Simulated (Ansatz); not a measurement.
**Li2CeP2 (P-3m1): relaxing the cell for a phonon run**

Task: relax Li2CeP2 (P-3m1) tightly.

Method: DFT LDA+U, scalar-relativistic, plane waves, PAW, in Ansatz 0.2.0.

**1. Starting point**

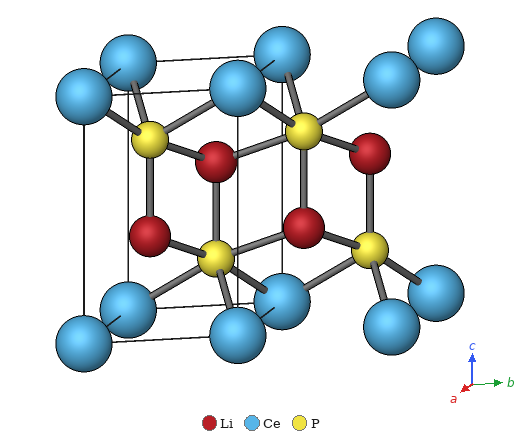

The cell as given, slightly off an axis (lithium red, cerium blue, phosphorus yellow). 1×2×1 cells are drawn. Bonds to atoms that aren't drawn are left out. Some periodic images of atoms are drawn too.

Structure file:

```cif
data_structure
_symmetry_space_group_name_H-M 'P 1'
_symmetry_Int_Tables_number 1
_cell_length_a 4.1542
_cell_length_b 4.1542
_cell_length_c 6.6445
_cell_angle_alpha 90.000
_cell_angle_beta 90.000
_cell_angle_gamma 120.000
_cell_volume 99.30
loop_
_atom_site_label
_atom_site_type_symbol
_atom_site_fract_x
_atom_site_fract_y
_atom_site_fract_z
_atom_site_occupancy
Li1 Li 0.66667 0.33333 0.37852 1
Li2 Li 0.33333 0.66667 0.62148 1
Ce3 Ce 0.00000 0.00000 0.00000 1
P4 P 0.66667 0.33333 0.76885 1
P5 P 0.33333 0.66667 0.23115 1
```

**2. Probe on a coarse mesh**

First a cheap look: the gap decides the mesh and the occupations, the pressure tells how far the cell has to move.

The input, input.yaml:

```yaml
crystal:
  lattice:
    - [4.1542094556, 0.0, 0.0]
    - [-2.0771047278, 3.5976509212, 0.0]
    - [0.0, 0.0, 6.64447003]
  atoms:
    - { symbol: Li, position: [0.66666667, 0.33333333, 0.37852144] }
    - { symbol: Li, position: [0.33333333, 0.66666667, 0.62147856] }
    - { symbol: Ce, position: [0.0, 0.0, 0.0] }
    - { symbol: P, position: [0.66666667, 0.33333333, 0.76884549] }
    - { symbol: P, position: [0.33333333, 0.66666667, 0.23115451] }
kpoints:
  mp_grid: { grid: [6, 6, 4] }
hamiltonian:
  xc: lda
  hubbard: { sites: [{ species: Ce, l: f, u_eff: 5.0 }] }
scf:
  occupations: { method: gaussian, width: 0.1 }
output:
  forces: true
  stress: true
  eigenvalues: true
```

Started as:

```
ansatz run input.yaml --threads 8 --pin off --max-ram 14336MiB --backend cpu --events-out ev --progress --plain --runs-dir out
```

Numbers of over 12 decimals in the logs are rounded to 6 here.

What it wrote:

```text
Li: projections on atomic orbitals take those of the free atom 1s2 2s1, of charge +0.00 (hamiltonian.pseudopotentials.projection_atoms); the dataset's partial waves leave at most 8.9e-11 of an orbital's norm unspanned inside its sphere
[...]
k-point 0: bands = [... 10 lower, 4.7395, 6.0752, 6.4672, 6.4672, 7.6948, 7.7123, 7.7123, 7.8692, ... 6 higher]
  k-point 1: bands = [... 10 lower, 4.7818, 5.6591, 6.3778, 6.3778, 7.5901, 7.6969, 7.7144, 7.7144, ... 6 higher]
  k-point 2: bands = [... 10 lower, 4.8284, 4.8411, 6.2838, 6.2838, 7.3666, 7.6980, 7.7166, 7.7166, ... 6 higher]
  k-point 23: bands = [... 10 lower, 4.5625, 5.0021, 5.3215, 5.3215, 6.9875, 7.4533, 7.4533, 7.6922, ... 6 higher]
Occupation matrices written to <dir>
[key lines of the parts left out:]
SCF converged after 17 iterations (14 of them on 19 bands)
Free energy (F): -8255.716013 eV
Fermi energy:    6.724761 eV
P = ⅓ Tr σ = -3.9501 GPa (-39.501 kbar)
```

Elapsed: 2.6 s, on 8 threads of Intel Xeon Platinum 8488C (Sapphire Rapids), shared host; peak memory 0.6 GiB; 9.9 s of CPU time.

Numbers from this step:

* pressure: -3.950 GPa
* volume per atom: 19.86 Å³
* gap on the k-mesh: 0.5203 eV
* direct gap on mesh: 0.8893 eV

The coarse mesh shows a gap of 0.52 eV and a pressure of -4.0 GPa.

**3. Bringing the structure to rest**

Harmonic phonons are second derivatives at a point where the forces vanish, and they are wanted at zero stress, so atoms and cell are relaxed first.

Changes to input.yaml since step 2:

```diff
@@ -12,3 +12,3 @@
 kpoints:
-  mp_grid: { grid: [6, 6, 4] }
+  mp_grid: { grid: [9, 9, 6] }
 hamiltonian:
@@ -17,3 +17,3 @@
 scf:
-  occupations: { method: gaussian, width: 0.1 }
+  occupations: { method: gaussian, width: 0.02 }
 output:
@@ -22 +22,6 @@
   eigenvalues: true
+relax:
+  adjacent_minimum: "off"
+  f_tol: 0.005
+  max_steps: 80
+  cell: { stress_tol: 0.05 }
```

What it wrote:

```text
[...]
Crystal: 5 atoms, lattice volume = 99.304 Å³
Basis set: ecut = 420 eV, 1913 PW (Γ)
Bands: 19, of which v1, the nominal top of the filled ones, is band 14 counted from 1 (13 counted from 0)
Symmetry: 12 space group operations
[...]
k-points: 62 of 486
[...]
SCF iter   1: F=—  HF=-8261.116919 eV  |F-HF|=—  |Δ(HF+E_count)|=         —  Δρ=1.35e-1  dr2=1.47e1  ethr=3.10e-3  ⟨swp⟩=10.4  Hψ=8510  notcnv=0
[...]
SCF iter  14: F=-8255.718507 eV  HF=-8255.718507 eV  |F-HF|=2.31e-9  |Δ(HF+E_count)|=   2.84e-8  Δρ=8.22e-7  dr2=2.92e-9  ethr=3.57e-10  ⟨swp⟩=17.4  Hψ=10679  notcnv=0
SCF 1, on 19 bands, converged in 14 iterations: F = -8255.718507 eV; the run's SCF on all bands comes behind
[...]
Bands: 24, of which v1, the nominal top of the filled ones, is band 14 counted from 1 (13 counted from 0)
[...]
SCF iter   3: F=-8255.718507 eV  HF=-8255.718507 eV  |F-HF|=7.80e-10  |Δ(HF+E_count)|=  5.82e-11  Δρ=1.00e-6  dr2=1.07e-9  ethr=4.04e-12  ⟨swp⟩=1.1  Hψ=3265  notcnv=0
SCF 2 converged in 3 iterations: F = -8255.718507 eV  dr2 = 1.07e-9
relax step   1: F+E_penalty+E_count = -8255.71850710 eV  Δ(F+E_penalty+E_count) = +0.000e0 eV  max|allowed force component| = 1.840e-1 eV/Å  Δτ_max = 0.0000 Å  P = -3.964 GPa  Ω = 99.304 Å³  (17 SCF iters, dr2 threshold 1.00e-7 eV, accepted)
Crystal: 5 atoms, lattice volume = 88.173 Å³
Basis set: ecut = 420 eV, 1725 PW (Γ)
[...]
SCF iter   8: F=-8255.621472 eV  HF=-8255.621472 eV  |F-HF|=4.08e-8  |Δ(HF+E_count)|=   2.68e-7  Δρ=5.84e-6  dr2=4.40e-8  ethr=1.79e-9  ⟨swp⟩=6.1  Hψ=7661  notcnv=0
SCF 3 converged in 8 iterations: F = -8255.621472 eV  dr2 = 4.40e-8
relax step   2: F+E_penalty+E_count = -8255.62147162 eV  Δ(F+E_penalty+E_count) = +9.704e-2 eV  max|allowed force component| = 1.082e0 eV/Å  Δτ_max = 0.0746 Å  P = +6.212 GPa  Ω = 88.173 Å³  energy of the carried Pulay correction = +1.562e-3 eV  (8 SCF iters, dr2 threshold 5.00e-7 eV, rejected (line search))
Crystal: 5 atoms, lattice volume = 93.666 Å³
Basis set: ecut = 420 eV, 1797 PW (Γ)
[...]
SCF iter  11: F=-8255.797641 eV  HF=-8255.797641 eV  |F-HF|=1.82e-12  |Δ(HF+E_count)|=  1.82e-10  Δρ=5.05e-8  dr2=4.06e-12  ethr=1.00e-12  ⟨swp⟩=5.4  Hψ=7893  notcnv=0
SCF 4 converged in 11 iterations: F = -8255.797641 eV  dr2 = 4.06e-12
relax step   3: F+E_penalty+E_count = -8255.79764060 eV  Δ(F+E_penalty+E_count) = -7.913e-2 eV  max|allowed force component| = 5.544e-2 eV/Å  Δτ_max = 0.0263 Å  P = -0.495 GPa  Ω = 93.666 Å³  energy of the carried Pulay correction = +7.685e-4 eV  (11 SCF iters, accepted)
[...]
relax step   4: F+E_penalty+E_count = -8255.79908839 eV  Δ(F+E_penalty+E_count) = -1.448e-3 eV  max|allowed force component| = 1.640e-2 eV/Å  Δτ_max = 0.0170 Å  P = +0.090 GPa  Ω = 92.947 Å³  energy of the carried Pulay correction = +8.696e-4 eV  (7 SCF iters, dr2 threshold 5.00e-7 eV, accepted)
[...]
relax step   5: F+E_penalty+E_count = -8255.79921049 eV  Δ(F+E_penalty+E_count) = -1.221e-4 eV  max|allowed force component| = 8.398e-3 eV/Å  Δτ_max = 0.0036 Å  P = -0.006 GPa  Ω = 93.057 Å³  energy of the carried Pulay correction = +8.542e-4 eV  (6 SCF iters, dr2 threshold 4.54e-8 eV, accepted)
[...]
relax step   6: F+E_penalty+E_count = -8255.79925039 eV  Δ(F+E_penalty+E_count) = -3.990e-5 eV  max|allowed force component| = 1.267e-3 eV/Å  Δτ_max = 0.0016 Å  P = +0.004 GPa  Ω = 93.055 Å³  energy of the carried Pulay correction = +8.543e-4 eV  (6 SCF iters, dr2 threshold 9.16e-9 eV, accepted)
[...]
SCF iter   6: F=-8255.798565 eV  HF=-8255.798565 eV  |F-HF|=2.55e-11  |Δ(HF+E_count)|=  1.16e-10  Δρ=1.44e-7  dr2=3.14e-11  ethr=1.00e-12  ⟨swp⟩=6.1  Hψ=6363  notcnv=0
SCF 8 converged in 6 iterations: F = -8255.798565 eV  dr2 = 3.14e-11
relax step   7: F+E_penalty+E_count = -8255.79856532 eV  Δ(F+E_penalty+E_count) = +6.851e-4 eV  max|allowed force component| = 1.251e-3 eV/Å  Δτ_max = 0.0000 Å  P = -0.003 GPa  Ω = 93.055 Å³  stress off target by 6.34e-3 GPa  SCF on the basis re-selected at this cell (its energy is not comparable with the rows above)  (6 SCF iters)
basis re-selected at this cell: Δ(F+E_penalty+E_count) = +6.851e-4 eV, ΔP = -0.007 GPa vs the last step (what re-selecting the basis moved, of the pressure what is left beyond the Pulay correction that the steps carried, after the strain that the cell walked since its last selection, with what the two solves' SCF thresholds leave and, on support functions, any second-order correction that the steps lacked; it is no m [...]
SCF converged after 6 iterations
Free energy (F): -8255.798565 eV
[...]
Internal energy: -8255.798565 eV  (E = F + TS)
E sigma→0 (E₀):  -8255.798565 eV
Fermi energy:    7.446376 eV
[...]
--- Forces (eV/Å), atoms counted from 1 ---
  atom   1  Li     0.00000000     0.00000000    -0.00125094
  atom   2  Li    -0.00000000    -0.00000000     0.00125094
  atom   3  Ce     0.00000000    -0.00000000     0.00000000
  atom   4  P      0.00000000     0.00000000     0.00063376
  atom   5  P     -0.00000000    -0.00000000    -0.00063376
  max |Σ_I F_I| component: 2.47e-32 eV/Å
--- Stress (GPa, compression-positive) ---
       -0.006337      -0.000000      -0.000000
       -0.000000      -0.006337       0.000000
       -0.000000       0.000000       0.002344
  P = ⅓ Tr σ = -0.0034 GPa (-0.034 kbar)
--- Band table (eV; the first three rows and the last of 62) ---
  k-point 0: bands = [... 10 lower, 5.2763, 6.7519, 7.1196, 7.1196, 8.4323, 8.4459, 8.4459, 8.6147, ... 6 higher]
  k-point 1: bands = [... 10 lower, 5.2991, 6.5522, 7.0692, 7.0692, 8.4306, 8.4472, 8.4472, 8.6147, ... 6 higher]
  k-point 2: bands = [... 10 lower, 5.3480, 5.9816, 6.9649, 6.9649, 8.2735, 8.4393, 8.4500, 8.4500, ... 6 higher]
  k-point 61: bands = [... 10 lower, 5.1535, 5.5722, 5.9099, 5.9099, 7.7731, 8.1773, 8.1773, 8.3973, ... 6 higher]
Occupation matrices written to <dir>
--- Relaxed structure (6 steps of the walk, 5 accepted, 1 SCFs on fresh bases) ---
  F+E_penalty+E_count = -8255.79856532 eV   max|allowed force component| = 1.251e-3 eV/Å   (the final SCF, on the basis selected at the relaxed cell)
  cell:  # Å, volume = 93.0554 Å³
    - [4.069330, 0, -2.335724207416606e-17]
    - [-2.034665, 3.524143, 1.167862103708303e-17]
    - [-3.7358851690987903e-17, 0, 6.488815]
  atoms:
    - { symbol: Li, position: [0.666667, 0.333333, 0.376347] }
    - { symbol: Li, position: [0.333333, 0.666667, 0.623653] }
    - { symbol: Ce, position: [0, 0, 0] }
    - { symbol: P, position: [0.666667, 0.333333, 0.766734] }
    - { symbol: P, position: [0.333333, 0.666667, 0.233266] }
```

The job ended after 10 s (8 threads; peak memory 0.76 GiB).

Step by step:

| step | energy less that of the first step (eV) | largest force component (eV/Å) | pressure (GPa) | volume (Å³) |
| --- | --- | --- | --- | --- |
| 1 | 0.0000 | 0.1840 | -3.96 | 99.30 |
| 2 | 0.0970 | 1.0817 | 6.21 | 88.17 |
| 3 | -0.0791 | 0.0554 | -0.49 | 93.67 |
| 4 | -0.0806 | 0.0164 | 0.09 | 92.95 |
| 5 | -0.0807 | 0.0084 | -0.01 | 93.06 |
| 6 | -0.0807 | 0.0013 | 0.00 | 93.06 |
| 7* | -0.0801 | 0.0013 | 0.00 | 93.06 |

Relaxation steps marked * repeat the geometry before them on a plane-wave basis chosen anew for their cell, so energy and pressure can jump there. Relaxation step 2 was tried and not accepted.

The run keeps the 12 symmetry operations that it works with, so distortions that break them were not tested.

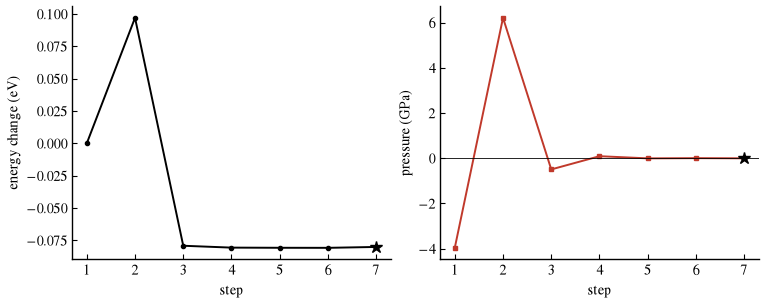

Energy and pressure along the relaxation. Stars mark steps on a basis chosen anew.

| conventional cell, symmetrised | before | after | change |
| --- | --- | --- | --- |
| a (Å) | 4.154 | 4.069 | -2.0 % |
| b (Å) | 4.154 | 4.069 | -2.0 % |
| c (Å) | 6.644 | 6.489 | -2.3 % |
| volume (Å³/atom) | 19.86 | 18.61 | -6.3 % |

The atoms that moved most (Å, as changes of fractional coordinates times the final cell):

```csv
atom,dx,dy,dz,length
Li2,0.000,0.000,0.014,0.014
Li1,0.000,0.000,-0.014,0.014
P5,0.000,0.000,0.014,0.014
P4,0.000,0.000,-0.014,0.014
```

This step gave:

```yaml
pressure: -0.003443 GPa
gap_on_the_k_mesh: 0.6535 eV
volume_per_atom: 18.61 Å³
direct_gap_on_mesh: 1.018 eV
```

In this step the volume went from 19.86 to 18.61 Å³/atom.

**4. Tight relaxation**

Phonons need a cell at rest on their own settings, so the relaxation is repeated with tight tolerances on forces and stress on the k mesh and occupations of the first response run.

input.yaml, the sections that differ from step 3:

```yaml
crystal:
  lattice:
    - [4.0693296, 0.0, 0.0]
    - [-2.0346648, 3.52414281, 0.0]
    - [0.0, 0.0, 6.4888151637]
  atoms:
    - { symbol: Li, position: [0.6666666667, 0.3333333333, 0.3763472333] }
    - { symbol: Li, position: [0.3333333333, 0.6666666667, 0.6236527667] }
    - { symbol: Ce, position: [0.0, 0.0, 0.0] }
    - { symbol: P, position: [0.6666666667, 0.3333333333, 0.7667343642] }
    - { symbol: P, position: [0.3333333333, 0.6666666667, 0.2332656358] }
scf:
  occupations: { method: fixed }
relax:
  adjacent_minimum: "off"
  f_tol: 0.001
  max_steps: 60
  cell: { stress_tol: 0.01 }
# kpoints, hamiltonian, output: as in step 3
```

What it wrote:

```text
[...]
Crystal: 5 atoms, lattice volume = 93.055 Å³
Basis set: ecut = 420 eV, 1797 PW (Γ)
Bands: 19, of which v1, the nominal top of the filled ones, is band 14 counted from 1 (13 counted from 0)
Symmetry: 12 space group operations
[...]
k-points: 62 of 486
[...]
cell:  # Å, volume = 93.0468 Å³
    - [4.069186, 0, 0]
    - [-2.034593, 3.524018, 0]
    - [0, 0, 6.488673]
  atoms:
    - { symbol: Li, position: [0.666667, 0.333333, 0.376295] }
    - { symbol: Li, position: [0.333333, 0.666667, 0.623705] }
    - { symbol: Ce, position: [0, 0.0, 0] }
    - { symbol: P, position: [0.666667, 0.333333, 0.766754] }
    - { symbol: P, position: [0.333333, 0.666667, 0.233246] }
[key lines of the parts left out:]
SCF converged after 7 iterations
Free energy (F): -8255.798565 eV
Fermi energy:    7.120570 eV
P = ⅓ Tr σ = 0.0063 GPa (0.063 kbar)
```

Wall time 4 s (8 threads); peak memory 0.73 GiB.

Little changed from the start: no atom moved by 0.005 Å and no cell edge by 0.1 %.

This step gave:

- pressure: 0.006264 GPa
- gap on the k-mesh: 0.6539 eV
- direct gap on mesh: 1.019 eV

The largest force component left is 0.99 meV/Å and the pressure is 0.006 GPa, within the tolerances set. The cell now holds 18.61 Å³/atom.

**5. What came out**

* space group after relaxation (within 0.01 Å): P-3m1
* lattice constant a: 4.069 Å
* lattice constant b: 4.069 Å
* lattice constant c: 6.489 Å
* volume per atom: 18.6 Å³
* gap on the k-mesh: 0.654 eV

**Reading.** The largest force component left is 0.99 meV/Å and the pressure is 0.006 GPa, within the tolerances set. The cell now holds 18.61 Å³/atom. The relaxation keeps the symmetry of its start, so it says nothing on stability against lower symmetry. The runs are without spin polarisation, although Ce often carries a moment. Spin-orbit coupling is left out, which can matter for the heavy elements here.

[Logs are printed without paths, hosts, clocks, repeated set-up lines and the standing remarks that a program may print on its own settings, such as how far it seeks lower states.]

[Hosts, paths, dates, database ids (printed as entryN), source tags and the programs' standing remarks are cut or masked in the printed files.]
